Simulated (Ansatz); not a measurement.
```xyz
9

Al   -0.1090    0.4447   -0.5320
N    -0.0143    0.0468    2.5408
H    -0.7730   -0.1234    3.1994
H     0.8556   -0.0520    3.0627
H     1.3961    0.0319   -0.8171
H    -1.4050   -0.3116   -1.0683
O    -0.3077    2.0070    0.2745
H    -1.1916    2.3873    0.3039
H    -0.0773    1.0457    2.2561
```

Not at a stationary point (largest force 1.0 eV/Å).

These are results of Ansatz 0.2.0, RKS PBE0-D4/cc-pVDZ, not measurements.

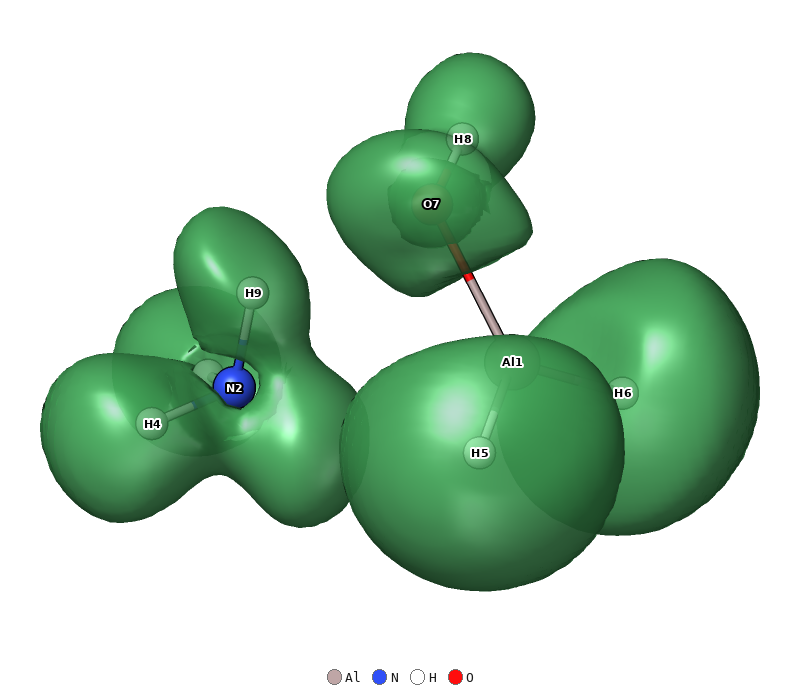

AlH₃O···NH₃. Isosurface of the ELF at 0.75 (green), seen at a tilt. Only the valence region is drawn (cores and ρ < 0.01 e/Å³ removed).

Question: Describe the localisation domains.

Answer: The ELF exceeds this value in one region around a hydrogen nucleus, one region wrapped around H (its valence shell), one joined region spread over several atoms (H, N), in which their bonds and any lone pairs are merged and one joined region spread over several atoms (H, O), in which their bonds and any lone pairs are merged.

Values along the shortest contacts:
Al1···N2 (3.10 Å): the ELF is about 0.10 at the midpoint. Al–O (1.77 Å): the ELF peaks at about 0.90 in the valence shell of O, 0.6 Å from its nucleus, and is about 0.35 at the midpoint.
